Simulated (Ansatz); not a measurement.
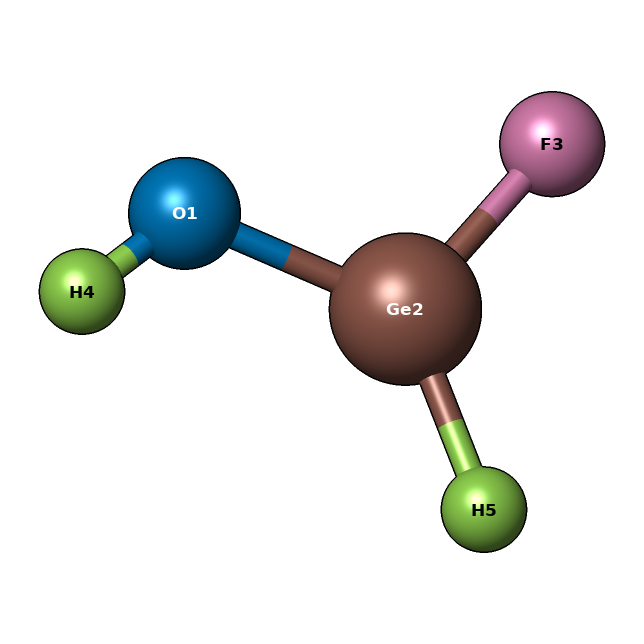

The atoms are numbered. State: charge +1, singlet. Computed geometry: PBE0-D4/def2-TZVP optimisation. No frequency run is at hand to confirm it as a minimum.

Give the bond lengths.

| bond | length (Å) |
| --- | --- |
| O1–Ge2 | 1.685 |
| O1–H4 | 0.970 |
| Ge2–F3 | 1.664 |
| Ge2–H5 | 1.518 |
